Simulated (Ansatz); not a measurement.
# TaBr3F3: what a guessed cell relaxes into, part 2 of 3

Aim: relax a trial structure of TaBr3F3 and see where it ends.

Ansatz 0.2.0; DFT PBE, scalar-relativistic, plane waves, PAW. The steps go on from the part before.

## (3) Rough relaxation on the coarse mesh

Input file input.yaml:

```yaml
crystal:
  lattice:
    - [5.39077482, 0.0, 0.0]
    - [0.0, 5.39077482, 0.0]
    - [0.0, 0.0, 5.39077482]
  atoms:
    - { symbol: Ta, position: [0.5, 0.5, 0.5] }
    - { symbol: Br, position: [0.5, 0.0, 0.0] }
    - { symbol: Br, position: [0.0, 0.5, 0.0] }
    - { symbol: Br, position: [0.0, 0.0, 0.5] }
    - { symbol: F, position: [0.5, 0.5, 0.0] }
    - { symbol: F, position: [0.0, 0.5, 0.5] }
    - { symbol: F, position: [0.5, 0.0, 0.5] }
basis:
  ecutwfc: 420
kpoints:
  mp_grid: { grid: [4, 4, 4] }
hamiltonian:
  xc: pbe
scf:
  occupations: { method: gaussian, width: 0.1 }
  lower_state_search: "off"
output:
  forces: true
  stress: true
  eigenvalues: true
relax:
  adjacent_minimum: "off"
  f_tol: 0.04
  max_steps: 70
  cell: { stress_tol: 0.4 }
```

On the command line:

```console
$ ansatz run input.yaml --threads 1 --pin off --max-ram 2048MiB --backend cpu --events-out ev --progress --plain --runs-dir out
```

The program printed:

```text
Warning: RAYON_NUM_THREADS=1 ignored (pool sized by the plan → 1); use --threads N
Engine: ansatz 0.2.0, aarch64-unknown-linux-gnu
Pseudopotentials: kind: paw
Pseudopotential: Ta, paw, valence charge 13, recommended cutoff 420 eV (normal), Ta.paw.azcp
Pseudopotential: Br, paw, valence charge 7, recommended cutoff 420 eV (normal), Br.paw.azcp
Pseudopotential: F, paw, valence charge 7, recommended cutoff 420 eV (normal), F.paw.azcp
Functional definition: PBE
  parameter kappa = 0.804
  parameter beta = 0.06672455060314922
  exchange = pbe_x(kappa = kappa, mu = beta*pi^2/3)
  correlation = pbe_c(beta = beta)
Crystal: 7 atoms, lattice volume = 156.658 Å³
Basis set: ecut = 420 eV, 3071 PW (Γ), exchange–correlation on 80×80×80 points (8 copies of the dense FFT grid, shifted against one another)
Bands: 35, of which v1, the nominal top of the filled ones, is band 28 counted from 1 (27 counted from 0)
Symmetry: 48 space group operations
Space group: Pm-3m (ITA 221), of the structure as read, at distance tolerance 5.4e-5 Å
k-points: 10 of 64
Non-local potential: Ta, projectors of the file, l = 0: 3, l = 1: 2, l = 2: 2, l = 3: 1
Non-local potential: Br, projectors of the file, l = 0: 2, l = 1: 2, l = 2: 2
Non-local potential: F, projectors of the file, l = 0: 2, l = 1: 2, l = 2: 1
PAW form: soft (Blöchl's): semilocal exchange-correlation on the pseudo side does not see the compensation charge
PAW one-centre angular grid: Ta, 590 points (default); XC on 64 Gauss nodes
PAW one-centre angular grid: Br, 110 points (default); XC on 64 Gauss nodes
PAW one-centre angular grid: F, 110 points (default); XC on 64 Gauss nodes
Initial density: superposition of atomic densities (neutral atoms: chi_scale 0, normalization atom), corrected by the library's trained network
Initial wavefunctions: pseudopotential atomic-orbital guess
Functional: x = pbe(κ = 0.804, μ = 0.2195149727645171), c = pbe(β = 0.06672455060314922)
SCF iter   1: F=—  HF=-20697.367504 eV  |F-HF|=—  |Δ(HF+E_count)|=         —  Δρ=4.12e-2  dr2=8.55e0  ethr=1.77e-3  ⟨swp⟩=6.1  Hψ=1526  notcnv=0
preconditioner: auto → LDOS  [metal: Δε(μ)=0.037 eV  Ē_g=5.552 eV  σ=0.100 eV  W_gap=0.21  n_scr=26 (ndim 8)  ℏωp=19.0 eV  f_vac=0.018  D(μ)=12.84/eV (n_scr^D=146)  β→1.0]
SCF iter   2: F=—  HF=-20697.188413 eV  |F-HF|=—  |Δ(HF+E_count)|=   1.79e-1  Δρ=1.60e-2  dr2=5.60e-1  ethr=1.77e-3  ⟨swp⟩=2.0  Hψ=483  notcnv=0  defer=2
SCF iter   3: F=—  HF=-20697.145767 eV  |F-HF|=—  |Δ(HF+E_count)|=   4.26e-2  Δρ=4.45e-3  dr2=7.89e-2  ethr=1.02e-3  ⟨swp⟩=2.0  Hψ=366  notcnv=0  defer=2
SCF iter   4: F=—  HF=-20697.143754 eV  |F-HF|=—  |Δ(HF+E_count)|=   2.01e-3  Δρ=2.05e-3  dr2=1.56e-2  ethr=1.43e-4  ⟨swp⟩=1.1  Hψ=349  notcnv=0  defer=2
SCF iter   5: F=—  HF=-20697.143386 eV  |F-HF|=—  |Δ(HF+E_count)|=   3.69e-4  Δρ=6.70e-4  dr2=1.70e-3  ethr=2.84e-5  ⟨swp⟩=1.2  Hψ=350  notcnv=0  defer=2
SCF iter   6: F=—  HF=-20697.143347 eV  |F-HF|=—  |Δ(HF+E_count)|=   3.87e-5  Δρ=2.02e-4  dr2=1.77e-4  ethr=3.09e-6  ⟨swp⟩=1.8  Hψ=381  notcnv=0  defer=2
SCF iter   7: F=—  HF=-20697.143343 eV  |F-HF|=—  |Δ(HF+E_count)|=   3.87e-6  Δρ=3.82e-5  dr2=5.02e-6  ethr=3.21e-7  ⟨swp⟩=1.3  Hψ=358  notcnv=0  defer=2
SCF iter   8: F=—  HF=-20697.143045 eV  |F-HF|=—  |Δ(HF+E_count)|=   2.98e-4  Δρ=6.75e-6  dr2=5.31e-8  ethr=1.82e-10  ⟨swp⟩=5.4  Hψ=1682  notcnv=0
SCF iter   9: F=-20697.143045 eV  HF=-20697.143045 eV  |F-HF|=9.82e-11  |Δ(HF+E_count)|=   2.58e-8  Δρ=1.28e-6  dr2=1.91e-9  ethr=9.65e-11  ⟨swp⟩=2.0  Hψ=1196  notcnv=0
SCF 1 converged in 9 iterations: F = -20697.143045 eV  dr2 = 1.91e-9
relax step   1: F+E_penalty+E_count = -20697.14304489 eV  Δ(F+E_penalty+E_count) = +0.000e0 eV  max|allowed force component| = 3.236e-29 eV/Å  Δτ_max = 0.0000 Å  P = -8.183 GPa  Ω = 156.658 Å³  (9 SCF iters, dr2 threshold 1.00e-7 eV, accepted)
Crystal: 7 atoms, lattice volume = 134.846 Å³
Basis set: ecut = 420 eV, 2601 PW (Γ), exchange–correlation on 80×80×80 points (8 copies of the dense FFT grid, shifted against one another)
Initial density: handed on by an earlier stage of this run
Initial wavefunctions: those handed on with the density
SCF iter   1: F=—  HF=-20698.216440 eV  |F-HF|=—  |Δ(HF+E_count)|=         —  Δρ=3.53e-2  dr2=4.06e0  ethr=3.10e-3  ⟨swp⟩=6.0  Hψ=1410  notcnv=0
preconditioner: auto → Kerker (q_TF=auto, 2.350 Å⁻¹)  [metal: Δε(μ)=0.084 eV  Ē_g=6.253 eV  σ=0.100 eV  W_gap=0.44  n_scr=26 (ndim 8)  ℏωp=20.5 eV  f_vac=0.009  D(μ)=7.64/eV (n_scr^D=80)]
SCF iter   2: F=—  HF=-20698.059310 eV  |F-HF|=—  |Δ(HF+E_count)|=   1.57e-1  Δρ=1.70e-2  dr2=1.06e0  ethr=3.10e-3  ⟨swp⟩=1.2  Hψ=432  notcnv=0
SCF iter   3: F=—  HF=-20698.000143 eV  |F-HF|=—  |Δ(HF+E_count)|=   5.92e-2  Δρ=4.78e-3  dr2=6.90e-2  ethr=1.92e-3  ⟨swp⟩=1.0  Hψ=344  notcnv=0
SCF iter   4: F=—  HF=-20697.999414 eV  |F-HF|=—  |Δ(HF+E_count)|=   7.28e-4  Δρ=1.21e-3  dr2=4.75e-3  ethr=1.25e-4  ⟨swp⟩=1.1  Hψ=372  notcnv=0  defer=5
SCF iter   5: F=—  HF=-20697.999563 eV  |F-HF|=—  |Δ(HF+E_count)|=   1.49e-4  Δρ=3.15e-4  dr2=2.20e-4  ethr=8.64e-6  ⟨swp⟩=1.3  Hψ=361  notcnv=0  defer=5
SCF iter   6: F=—  HF=-20697.999448 eV  |F-HF|=—  |Δ(HF+E_count)|=   1.15e-4  Δρ=9.11e-5  dr2=3.70e-5  ethr=3.99e-7  ⟨swp⟩=2.1  Hψ=516  notcnv=0  defer=5
SCF iter   7: F=—  HF=-20697.999459 eV  |F-HF|=—  |Δ(HF+E_count)|=   1.04e-5  Δρ=5.18e-5  dr2=7.47e-6  ethr=6.72e-8  ⟨swp⟩=2.1  Hψ=430  notcnv=0  defer=5
SCF iter   8: F=-20697.999461 eV  HF=-20697.999461 eV  |F-HF|=2.87e-7  |Δ(HF+E_count)|=   2.42e-6  Δρ=1.18e-5  dr2=2.54e-7  ethr=1.27e-9  ⟨swp⟩=6.6  Hψ=1614  notcnv=0
SCF 2 converged in 8 iterations: F = -20697.999461 eV  dr2 = 2.54e-7
relax step   2: F+E_penalty+E_count = -20697.99946135 eV  Δ(F+E_penalty+E_count) = -8.564e-1 eV  max|allowed force component| = 1.050e-29 eV/Å  Δτ_max = 0.0000 Å  P = -3.042 GPa  Ω = 134.846 Å³  energy of the carried Pulay correction = +3.726e-2 eV  (8 SCF iters, dr2 threshold 7.00e-7 eV, accepted)
Crystal: 7 atoms, lattice volume = 124.608 Å³
Basis set: ecut = 420 eV, 2469 PW (Γ), exchange–correlation on 80×80×80 points (8 copies of the dense FFT grid, shifted against one another)
iter 1 solved again at ethr=1.85e-3 eV; its pass at ethr=3.10e-3 eV (dr2=1.02e0 eV) is discarded
SCF iter   1: F=—  HF=-20698.141908 eV  |F-HF|=—  |Δ(HF+E_count)|=         —  Δρ=1.83e-2  dr2=1.02e0  ethr=1.85e-3  ⟨swp⟩=1.0  Hψ=1879  notcnv=0
preconditioner: auto → Kerker (q_TF=auto, 2.381 Å⁻¹)  [metal: Δε(μ)=0.036 eV  Ē_g=6.799 eV  σ=0.100 eV  W_gap=0.20  n_scr=26 (ndim 8)  ℏωp=21.3 eV  f_vac=0.005  D(μ)=6.22/eV (n_scr^D=56)]
SCF iter   2: F=—  HF=-20698.090528 eV  |F-HF|=—  |Δ(HF+E_count)|=   5.14e-2  Δρ=8.59e-3  dr2=2.54e-1  ethr=1.85e-3  ⟨swp⟩=1.1  Hψ=353  notcnv=0
SCF iter   3: F=—  HF=-20698.072746 eV  |F-HF|=—  |Δ(HF+E_count)|=   1.78e-2  Δρ=1.82e-3  dr2=5.11e-3  ethr=4.62e-4  ⟨swp⟩=1.1  Hψ=359  notcnv=0
SCF iter   4: F=—  HF=-20698.072995 eV  |F-HF|=—  |Δ(HF+E_count)|=   2.49e-4  Δρ=2.80e-4  dr2=9.97e-5  ethr=9.30e-6  ⟨swp⟩=1.7  Hψ=443  notcnv=0
SCF iter   5: F=—  HF=-20698.072879 eV  |F-HF|=—  |Δ(HF+E_count)|=   1.16e-4  Δρ=8.09e-5  dr2=2.22e-5  ethr=1.81e-7  ⟨swp⟩=2.2  Hψ=579  notcnv=0
SCF iter   6: F=—  HF=-20698.072882 eV  |F-HF|=—  |Δ(HF+E_count)|=   3.58e-6  Δρ=3.44e-5  dr2=2.47e-6  ethr=4.04e-8  ⟨swp⟩=2.3  Hψ=475  notcnv=0
SCF iter   7: F=-20698.072884 eV  HF=-20698.072884 eV  |F-HF|=1.54e-7  |Δ(HF+E_count)|=   1.35e-6  Δρ=1.06e-5  dr2=1.45e-7  ethr=1.27e-9  ⟨swp⟩=7.1  Hψ=1560  notcnv=0
SCF 3 converged in 7 iterations: F = -20698.072884 eV  dr2 = 1.45e-7
relax step   3: F+E_penalty+E_count = -20698.07288378 eV  Δ(F+E_penalty+E_count) = -7.342e-2 eV  max|allowed force component| = 1.533e-29 eV/Å  Δτ_max = 0.0000 Å  P = +1.713 GPa  Ω = 124.608 Å³  energy of the carried Pulay correction = +5.675e-2 eV  (7 SCF iters, dr2 threshold 7.00e-7 eV, accepted)
Crystal: 7 atoms, lattice volume = 127.905 Å³
Basis set: ecut = 420 eV, 2517 PW (Γ), exchange–correlation on 80×80×80 points (8 copies of the dense FFT grid, shifted against one another)
iter 1 solved again at ethr=2.65e-4 eV; its pass at ethr=3.10e-3 eV (dr2=1.46e-1 eV) is discarded
SCF iter   1: F=—  HF=-20698.092385 eV  |F-HF|=—  |Δ(HF+E_count)|=         —  Δρ=6.61e-3  dr2=1.46e-1  ethr=2.65e-4  ⟨swp⟩=1.3  Hψ=1595  notcnv=0
preconditioner: auto → Kerker (q_TF=auto, 2.370 Å⁻¹)  [metal: Δε(μ)=0.019 eV  Ē_g=6.809 eV  σ=0.100 eV  W_gap=0.10  n_scr=26 (ndim 8)  ℏωp=21.0 eV  f_vac=0.006  D(μ)=9.97/eV (n_scr^D=122)]
SCF iter   2: F=—  HF=-20698.085579 eV  |F-HF|=—  |Δ(HF+E_count)|=   6.81e-3  Δρ=3.11e-3  dr2=3.63e-2  ethr=2.65e-4  ⟨swp⟩=1.0  Hψ=350  notcnv=0
SCF iter   3: F=—  HF=-20698.083175 eV  |F-HF|=—  |Δ(HF+E_count)|=   2.40e-3  Δρ=6.49e-4  dr2=5.64e-4  ethr=6.60e-5  ⟨swp⟩=1.5  Hψ=376  notcnv=0
SCF iter   4: F=—  HF=-20698.083010 eV  |F-HF|=—  |Δ(HF+E_count)|=   1.66e-4  Δρ=1.13e-4  dr2=1.90e-5  ethr=1.03e-6  ⟨swp⟩=1.8  Hψ=419  notcnv=0
SCF iter   5: F=—  HF=-20698.083013 eV  |F-HF|=—  |Δ(HF+E_count)|=   3.01e-6  Δρ=4.44e-5  dr2=4.10e-6  ethr=3.45e-8  ⟨swp⟩=2.1  Hψ=569  notcnv=0
SCF iter   6: F=—  HF=-20698.083013 eV  |F-HF|=—  |Δ(HF+E_count)|=   2.91e-7  Δρ=1.58e-5  dr2=8.15e-7  ethr=7.45e-9  ⟨swp⟩=1.9  Hψ=529  notcnv=0
SCF iter   7: F=-20698.083013 eV  HF=-20698.083013 eV  |F-HF|=1.55e-8  |Δ(HF+E_count)|=   1.91e-7  Δρ=7.82e-6  dr2=8.37e-8  ethr=1.27e-9  ⟨swp⟩=5.4  Hψ=1217  notcnv=0
SCF 4 converged in 7 iterations: F = -20698.083013 eV  dr2 = 8.37e-8
relax step   4: F+E_penalty+E_count = -20698.08301301 eV  Δ(F+E_penalty+E_count) = -1.013e-2 eV  max|allowed force component| = 1.833e-29 eV/Å  Δτ_max = 0.0000 Å  P = -0.060 GPa  Ω = 127.905 Å³  energy of the carried Pulay correction = +5.032e-2 eV  (7 SCF iters, dr2 threshold 7.00e-7 eV, accepted)
Basis set: ecut = 420 eV, 2517 PW (Γ), exchange–correlation on 72×72×72 points (8 copies of the dense FFT grid, shifted against one another)
Initial wavefunctions: pseudopotential atomic-orbital guess (no wavefunctions were taken with the density)
iter 1 solved again at ethr=1.45e-7 eV; its pass at ethr=3.10e-3 eV (dr2=7.95e-5 eV) is discarded
SCF iter   1: F=—  HF=-20698.068536 eV  |F-HF|=—  |Δ(HF+E_count)|=         —  Δρ=6.35e-4  dr2=7.19e-5  ethr=1.45e-7  ⟨swp⟩=4.1  Hψ=2667  notcnv=0
preconditioner: auto → Kerker (q_TF=auto, 2.370 Å⁻¹)  [metal: Δε(μ)=0.027 eV  Ē_g=6.767 eV  σ=0.100 eV  W_gap=0.15  n_scr=26 (ndim 8)  ℏωp=21.0 eV  f_vac=0.006  D(μ)=9.24/eV (n_scr^D=92)]
SCF iter   2: F=—  HF=-20698.067777 eV  |F-HF|=—  |Δ(HF+E_count)|=   7.59e-4  Δρ=2.92e-4  dr2=1.29e-5  ethr=1.31e-7  ⟨swp⟩=2.0  Hψ=503  notcnv=0
SCF iter   3: F=—  HF=-20698.067796 eV  |F-HF|=—  |Δ(HF+E_count)|=   1.87e-5  Δρ=4.61e-5  dr2=8.70e-7  ethr=2.34e-8  ⟨swp⟩=2.0  Hψ=548  notcnv=0
SCF iter   4: F=—  HF=-20698.067798 eV  |F-HF|=—  |Δ(HF+E_count)|=   2.02e-6  Δρ=4.82e-6  dr2=2.15e-8  ethr=1.58e-9  ⟨swp⟩=2.1  Hψ=458  notcnv=0
SCF iter   5: F=—  HF=-20698.067798 eV  |F-HF|=—  |Δ(HF+E_count)|=   3.00e-9  Δρ=1.53e-6  dr2=6.00e-9  ethr=3.90e-11  ⟨swp⟩=2.2  Hψ=552  notcnv=0
SCF iter   6: F=-20698.067798 eV  HF=-20698.067798 eV  |F-HF|=3.57e-10  |Δ(HF+E_count)|=   1.87e-9  Δρ=7.12e-7  dr2=1.23e-9  ethr=8.15e-12  ⟨swp⟩=4.4  Hψ=1152  notcnv=0
SCF 5 converged in 6 iterations: F = -20698.067798 eV  dr2 = 1.23e-9
relax step   5: F+E_penalty+E_count = -20698.06779758 eV  Δ(F+E_penalty+E_count) = +1.522e-2 eV  max|allowed force component| = 1.953e-29 eV/Å  Δτ_max = 0.0000 Å  P = -0.358 GPa  Ω = 127.905 Å³  stress off target by 3.58e-1 GPa  SCF on the basis re-selected at this cell (its energy is not comparable with the rows above)  (6 SCF iters)
basis re-selected at this cell: Δ(F+E_penalty+E_count) = +1.522e-2 eV, ΔP = -0.299 GPa vs the last step (what re-selecting the basis moved, of the pressure what is left beyond the Pulay correction that the steps carried, after the strain that the cell walked since its last selection, with what the two solves' SCF thresholds leave and, on support functions, any second-order correction that the steps lacked; it is no measure of the basis error at this ecutwfc). The dense FFT grid was sized anew with the basis: this SCF ran on 36×36×36 points, the steps before it on 40×40×40, so part of this shift can come from that change (see relax.cell in the input reference). This SCF's stress stands 3.58e-1 GPa from its target on what of the cell is left free (relax.cell.stress_tol is 4.00e-1 GPa) and its largest allowed force component is 1.95e-29 eV/Å (relax.f_tol is 4.00e-2 eV/Å): within both
SCF converged after 6 iterations
Free energy (F): -20698.067798 eV
Harris-Foulkes:  -20698.067798 eV  (|F-HF|=3.57e-10)
Internal energy: -20698.021594 eV  (E = F + TS)
E sigma→0 (E₀):  -20698.044696 eV
Entropy (-TS):   -0.046204 eV (-6.601 meV/atom)
Fermi energy:    6.271766 eV
--- Per-component energies (eV) ---
  E_band       = -349.650042
  E_kinetic    = 1371.509370
  E_local      = -3431.667359  (includes V_loc(G=0)·N_el)
  E_nonlocal   = 442.338400
  E_hartree    = 1208.853405
  E_xc         = -1240.307083
  E_vxc        = -807.504906  (∫ρ·V_xc dr)
  E_paw        = -15735.234613  (= ΣΔE_a)
  E_vpaw       = -342.037389  (= ΣTr[D̂ρ^β])
  E_aug_tail   = 0.006221  (compensation charges beyond the density's cutoff)
  E_ewald      = -3313.519935
  E_smearing   = -0.046204  (= −TS)
  E_closure    = -0.000000  (closes the sum)
  Σ components = -20698.067798   (vs F -20698.067798, Δ=0.00e0)
--- Forces (eV/Å), atoms counted from 1 ---
  atom   1  Ta    -0.00000000     0.00000000    -0.00000000
  atom   2  Br     0.00000000    -0.00000000     0.00000000
  atom   3  Br     0.00000000    -0.00000000    -0.00000000
  atom   4  Br    -0.00000000     0.00000000     0.00000000
  atom   5  F      0.00000000    -0.00000000    -0.00000000
  atom   6  F      0.00000000    -0.00000000     0.00000000
  atom   7  F      0.00000000    -0.00000000     0.00000000
  max |Σ_I F_I| component: 1.89e-29 eV/Å
--- Stress (GPa, compression-positive) ---
       -0.358353       0.000000       0.000000
        0.000000      -0.358353       0.000000
        0.000000       0.000000      -0.358353
  P = ⅓ Tr σ = -0.3584 GPa (-3.584 kbar)
--- Band table (eV; the first three rows and the last of 10) ---
  k-point 0: bands = ["-64.2118", "-30.4832", "-30.4832", "-30.4832", "-16.9104", "-16.7460", "-16.7460", "-7.8981", "-7.2803", "-7.2803", "0.0255", "0.0255", "0.0255", "0.8975", "0.8975", "0.8975", "1.4236", "1.4236", "1.4236", "5.0575", "5.0575", "5.0575", "6.0059", "6.0059", "6.0059", "6.7739", "6.7739", "6.7739", "6.7946", "6.7946", "6.7946", "6.8962", "6.8962", "7.1607", "13.2204"]
  k-point 1: bands = ["-64.2118", "-30.4854", "-30.4832", "-30.4832", "-16.8789", "-16.7461", "-16.7407", "-7.8918", "-7.3890", "-7.3661", "0.1375", "0.1375", "0.1912", "0.7700", "0.7700", "1.3752", "1.3752", "1.3832", "1.4543", "4.9044", "4.9609", "4.9609", "5.5950", "5.8324", "6.0222", "6.1738", "6.1738", "6.6818", "6.6818", "6.9656", "6.9656", "7.1022", "7.2718", "8.3575", "14.0339"]
  k-point 2: bands = ["-64.2118", "-30.4875", "-30.4832", "-30.4832", "-16.8437", "-16.7497", "-16.7354", "-7.8842", "-7.4936", "-7.4484", "0.0432", "0.4138", "0.4138", "0.4576", "0.4576", "1.3559", "1.3559", "2.0102", "2.2535", "4.3247", "4.8182", "4.8713", "4.8713", "4.9209", "6.0387", "6.2702", "6.2702", "6.5923", "6.5923", "7.1372", "7.2257", "7.2257", "7.4298", "9.6993", "13.3756"]
  k-point 9: bands = ["-64.2118", "-30.4873", "-30.4873", "-30.4873", "-16.7264", "-16.7264", "-16.7264", "-7.8359", "-7.8359", "-7.8359", "-0.3415", "0.4686", "0.4686", "2.0223", "2.0223", "2.0223", "2.1231", "2.1231", "2.1231", "2.5894", "3.6854", "3.6854", "3.6854", "5.5090", "5.5090", "5.5090", "6.1516", "6.1516", "6.8421", "6.8421", "6.8421", "8.6528", "8.6528", "9.7055", "14.7371"]
--- Relaxed structure (4 steps of the walk, 4 accepted, 1 SCFs on fresh bases) ---
  F+E_penalty+E_count = -20698.06779758 eV   max|allowed force component| = 1.953e-29 eV/Å   (the final SCF, on the basis selected at the relaxed cell)
  cell:  # Å, volume = 127.9055 Å³
    - [5.03844314101206, -4.349391791074507e-33, -3.4666738998970245e-33]
    - [-3.322229154067981e-33, 5.038443141012061, -2.5679065925163143e-34]
    - [-5.0074178554068125e-33, -2.5679065925163143e-34, 5.038443141012061]
  atoms:
    - { symbol: Ta, position: [0.5, 0.5000000000000001, 0.5000000000000001] }
    - { symbol: Br, position: [0.5, 9.254180532223218e-47, 5.4310578909073416e-48] }
    - { symbol: Br, position: [1.0554213287212062e-46, 0.5000000000000001, 5.4150213026467884e-48] }
    - { symbol: Br, position: [3.7974641000989916e-47, 1.8132035793265455e-47, 0.5000000000000001] }
    - { symbol: F, position: [0.5, 0.5000000000000001, -5.418228620298899e-47] }
    - { symbol: F, position: [-4.875122831208165e-47, 0.5000000000000001, 0.5000000000000001] }
    - { symbol: F, position: [0.5, 3.1597424402709937e-47, 0.5000000000000001] }
```

It took 37 s on 1 thread of Arm Neoverse N1, shared host; peak memory 0.47 GiB.

The steps of the relaxation:

```csv
step,energy from step 1 (eV/cell),largest force component (eV/Å),pressure (GPa),volume (Å³)
1,0.0000,0.0000,-8.18,156.66
2,-0.8564,0.0000,-3.04,134.85
3,-0.9298,0.0000,1.71,124.61
4,-0.9400,0.0000,-0.06,127.91
5,-0.9248,0.0000,-0.36,127.91
```

Step 1 is the start. Step 5 repeats the geometry before it on a plane-wave basis chosen anew for that cell, so its energy need not be comparable with the rows above.

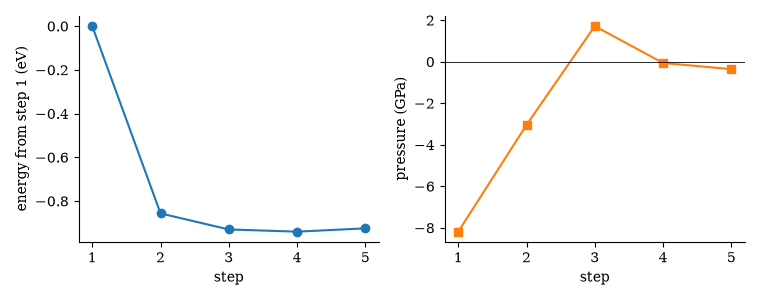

Energy and pressure along the relaxation.

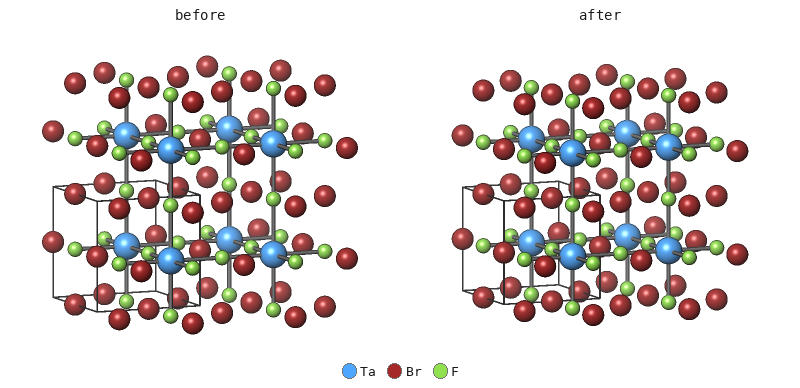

Before and after, at one scale.

|  | before | after | change |
| --- | --- | --- | --- |
| a (Å) | 5.391 | 5.038 | -6.5 % |
| b (Å) | 5.391 | 5.038 | -6.5 % |
| c (Å) | 5.391 | 5.038 | -6.5 % |
| volume (Å³/atom) | 22.38 | 18.27 | -18.4 % |
| shortest distance (Å) | 2.695 | 2.519 | -6.5 % |
| space group (0.01 Å) | Pm-3m | Pm-3m | same |

The run keeps the 48 symmetry operations of the start, so it could not have lowered the symmetry.

(Part 2 of 3 ends here.)
